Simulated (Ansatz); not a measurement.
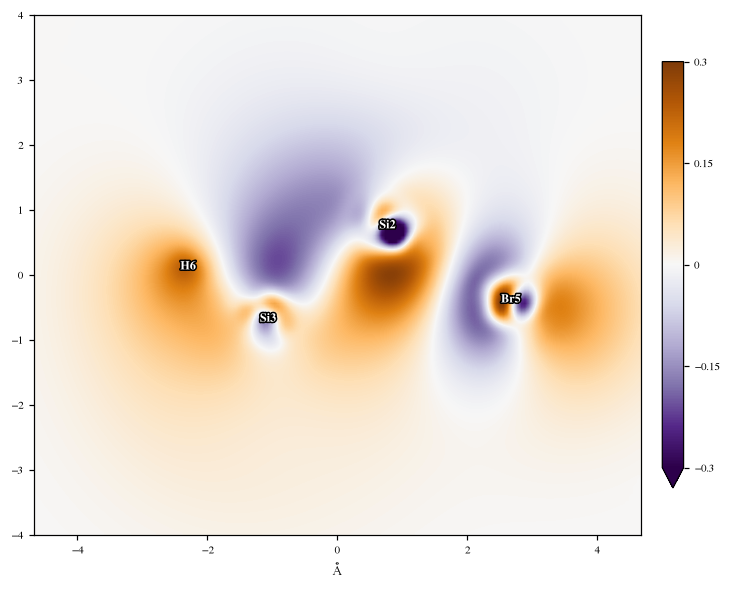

The picture shows: BrClFH$_{3}$Si$_{2}$. The LUMO on the plane of atoms Si3, Si2 and Br5 (values in Å⁻³ᐟ²; the overall sign is arbitrary).

Geometry: PBE0-D4/def2-TZVP.

Computed with RKS PBE0-D4/def2-TZVPP (Ansatz 0.2.0).

Input

```
crystal:
  periodic: [false, false, false]
  atoms:
    - {symbol: F, position_ang: [0.389347, 0.231031, -2.225420]}
    - {symbol: Si, position_ang: [-0.426098, 0.459150, -0.879798]}
    - {symbol: Si, position_ang: [0.589564, -0.622513, 0.919185]}
    - {symbol: Cl, position_ang: [-2.311756, -0.248393, -1.198586]}
    - {symbol: Br, position_ang: [-0.520385, 2.636172, -0.536524]}
    - {symbol: H, position_ang: [0.641915, -2.080980, 0.646106]}
    - {symbol: H, position_ang: [-0.229996, -0.352985, 2.126316]}
    - {symbol: H, position_ang: [1.959506, -0.078483, 1.092919]}
basis:
  gaussian: {orbitals: def2-TZVPP}
hamiltonian: {xc: pbe0, dispersion: d4}
output: {orbitals: {seedname: orbitals}}
```

Run with:

```sh
ansatz run in.yaml --threads 4 --pin off --events-out ev --progress --plain --max-ram 10444MiB
```

**Where does this orbital lie, and at what energy?**

Its weight (Hirshfeld) is mainly on Si2 (about 35 %), Si3 (about 25 %), Br5 (about 15 %) and Cl4 (about 10 %). Its energy is −0.72 eV.
